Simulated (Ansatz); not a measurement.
```
Sn Pb S
1.0
     4.17334    0.00000    0.00000
    -2.08667    3.61422    0.00000
     0.00000    0.00000   10.22792
Sn Pb S
2 1 3
Direct
  0.33333 0.66667 0.66359
  0.66667 0.33333 0.33641
  0.00000 0.00000 0.00000
  0.66667 0.33333 0.82610
  0.00000 0.00000 0.50000
  0.33333 0.66667 0.17390
```

Space group P-3m1; a structure generated by program, which may or may not match a known phase.

The calculation used Ansatz, DFT PBE, scalar-relativistic, plane waves, PAW.

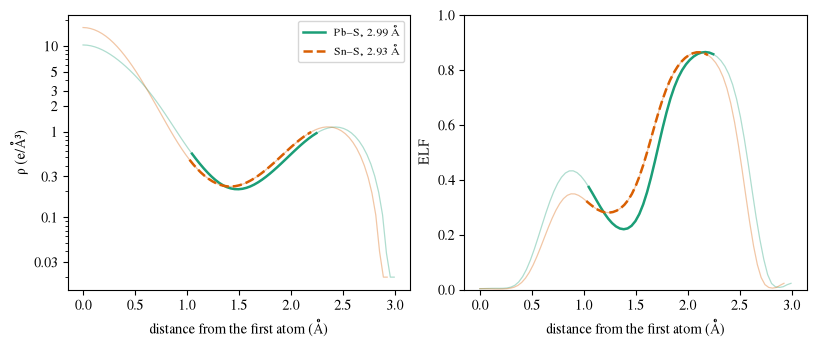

Sn2PbS3. Valence charge density (pseudo) and electron localisation function along straight lines between neighbouring atoms. Thin, pale parts lie inside the atomic spheres.

In a PAW calculation such maps are meaningful between the atoms, not at the nuclei.

Compare the contacts.

Pb–S (2.99 Å): ρ is about 0.21 e/Å³ halfway; the ELF peaks at about 0.85 in the valence shell of S, 0.8 Å from its nucleus, and drops to about 0.20 between the two atoms.
Sn–S (2.93 Å): the density is about 0.23 e/Å³ at the midpoint; the ELF peaks at about 0.85 in the valence shell of S, 0.8 Å from its nucleus, and drops to about 0.30 between the two atoms.
